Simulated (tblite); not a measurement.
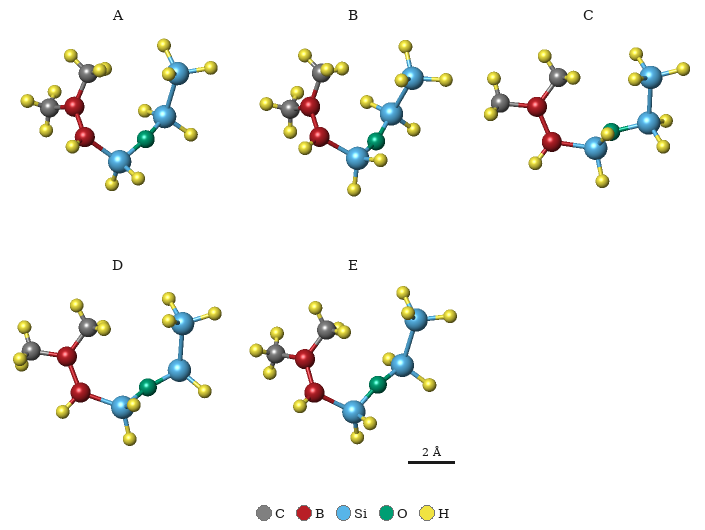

5 geometries from one relaxation of C2H14B2OSi3, in shuffled order. A ball-and-stick model, seen at a tilt.

These are results of tblite, GFN2-xTB geometry optimisation, gas phase, not measurements. 

### Order the frames from highest to lowest energy.

C, D, E, A, B. They are steps 0, 47, 64, 120, 210, at +137.0 kJ/mol, +46.8 kJ/mol, +20.8 kJ/mol, +2.91 kJ/mol relative to the last. The atom that moves furthest after the best rigid fit is an H atom (2.92 Å). Largest moves by element: H 2.92 Å, C 1.56 Å, Si 1.14 Å, B 1.09 Å, O 0.89 Å. Some distances before and after: Si–Si 2.764 → 3.198 Å, O–Si 1.719 → 1.617 Å, O–Si 1.717 → 1.637 Å, Si–Si 2.238 → 2.302 Å. Among the angles between lasting bonds that change: Si–O–Si 107.1° → 158.8°, B–Si–H 106.7° → 115.5°, O–Si–H 111.9° → 103.4°. Groups turn about O–Si by about 120°, O–Si by about 110°, B–B by about 90°. Over 210 geometry steps the energy falls by 137.0 kJ/mol.
